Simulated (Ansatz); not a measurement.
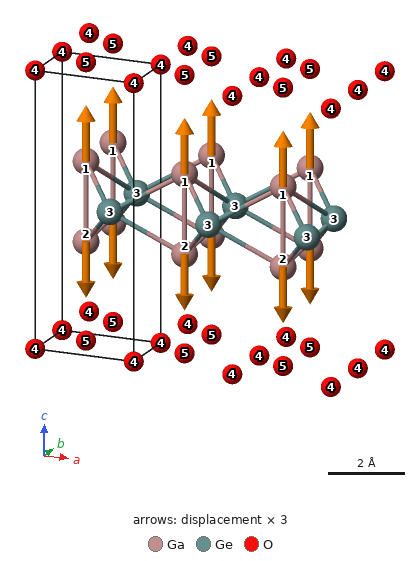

A relaxation of crystalline Ga₂GeO₂ (a generated structure, set up in P-6m2) (coarse preliminary run). The starting structure is drawn; orange arrows show the displacements (the part carried along by the change of the cell is left out), magnified 3 times.

A ball-and-stick model of the cell of the calculation, repeated 3 × 2 × 1 with one cell outlined, seen slightly off an axis.

Method: DFT PBE, scalar-relativistic, plane waves, PAW in Ansatz 0.2.0.

Input
```yaml
crystal:
  lattice:
    - [3.50087066, 0.0, 0.0]
    - [-1.75043533, 3.03184293, 0.0]
    - [0.0, 0.0, 7.453805]
  atoms:
    - { symbol: Ga, position: [0.33333333, 0.66666667, 0.64424093] }
    - { symbol: Ga, position: [0.33333333, 0.66666667, 0.35575907] }
    - { symbol: Ge, position: [0.66666667, 0.33333333, 0.5] }
    - { symbol: O, position: [0.0, 0.0, 0.0] }
    - { symbol: O, position: [0.33333333, 0.66666667, 0.0] }
basis:
  ecutwfc: 420
kpoints:
  mp_grid: { grid: [6, 6, 4] }
hamiltonian:
  xc: pbe
scf:
  occupations: { method: gaussian, width: 0.1 }
  lower_state_search: "off"
output:
  forces: true
  stress: true
  eigenvalues: true
relax:
  adjacent_minimum: "off"
  f_tol: 0.04
  max_steps: 70
  cell: { stress_tol: 0.4 }
```

Launched with:
```bash
ansatz run input.yaml --threads 1 --pin off --max-ram 2560MiB --backend cpu --events-out ev --progress --plain --runs-dir out
```

Which element moves most?

Gallium: up to 0.50 Å, against 0.00 Å for germanium.

Describe the change and its energy.

After 9 accepted moves (12 points after the start) the energy has fallen by 5.456 eV per cell of the calculation. Largest force component: 8.5 eV/Å at the start, 0.019 eV/Å at the end. The pressure goes from 22.55 to −0.05 GPa. At 3 points the geometry stayed and the basis and grid were re-selected for the new cell (energy shift of 55.3 meV per cell of the calculation at most each time). The largest moves relative to the cell, 0.50 Å, are those of Ga1 and Ga2. Ga1 goes along +c. Ge and O stay in place. The volume changes by +6.4 %, with a = b 3.501 → 3.871 Å (+10.6 %), c 7.454 → 6.484 Å (−13.0 %). Near-neighbour distances that change, for instance: Ga1–O5 2.652 → 1.805 Å, Ga1–Ga2 2.150 → 2.875 Å, Ga1–Ge3 2.289 → 2.657 Å. New bonds form: Ga1–O5 (2.65 → 1.80 Å), Ga2–O5 (2.65 → 1.80 Å). Bonds break: Ga1–Ga2 (2.15 → 2.87 Å). Among the angles between lasting bonds that change: Ga1–Ge3–Ga2 56.0° → 65.5°, Ga1–Ge3–Ga1 99.7° → 93.5°, Ge3–Ga1–Ge3 99.7° → 93.5°. The space group stays P-6m2 (No. 187).

Limits of the set-up: layers or molecules are held without a dispersion correction, so their spacing is unreliable.
